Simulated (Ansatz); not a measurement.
Fields on a plane of BiTe (space group P-3m1)

```
BiTe
1.0
    4.42246     0.00000     0.00000
   -2.21123     3.82996     0.00000
    0.00000     0.00000    23.92936
Bi Te
6 6
Direct
  0.33333   0.66667   0.29171
  0.66667   0.33333   0.70829
  0.00000   0.00000   0.87543
  0.00000   0.00000   0.12457
  0.66667   0.33333   0.46482
  0.33333   0.66667   0.53518
  0.33333   0.66667   0.05323
  0.66667   0.33333   0.94677
  0.00000   0.00000   0.63610
  0.00000   0.00000   0.36390
  0.66667   0.33333   0.20869
  0.33333   0.66667   0.79131
```

The slice is a (0001) plane (indices of the conventional cell) through the point (0.333, 0.667, 0.053) (fractional), spanned by u = [110] and v = [1 -1 0] in vectors of this cell: u (4.42 Å) and v (7.66 Å, at 90° to u). It covers one period; positions are fractions (u, v).

Atoms on it: Te at (0.00, 0.00); Te at (0.50, 0.50).

Calculation: PBE-D3(BJ) (plane waves to 420 eV, PAW, scalar-relativistic; Ansatz, a program for electronic structure). k mesh 7×7×2. Near the nuclei the fields are pseudised (PAW); where an atom keeps semicore shells as valence, they peak there. BiTe was relaxed with its symmetry unable to fall. Spin-orbit coupling is left out, though Bi and Te are heavy.

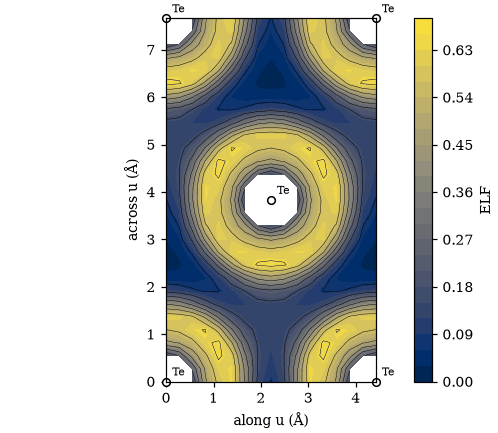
Figure. Electron localisation function (ELF), one period of the plane, atoms marked. Points within 0.5 Å of a nucleus are left white, as the pseudised field means little there.

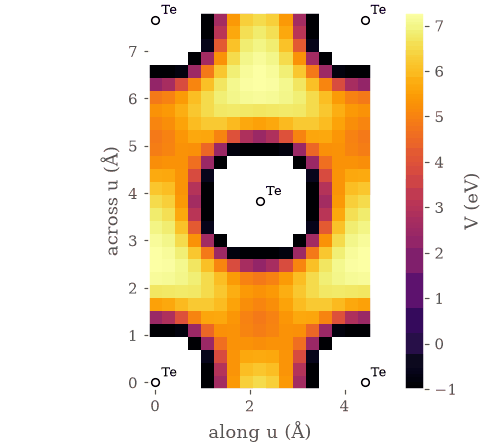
Figure: Electrostatic potential energy of an electron, from the cell's mean, in eV, one period of the plane, atoms marked. Points within 1 Å of a nucleus are left white, as the pseudised field means little there. Values under -1 eV are set to -1. The zero, the cell's mean, hangs on the PAW cores.
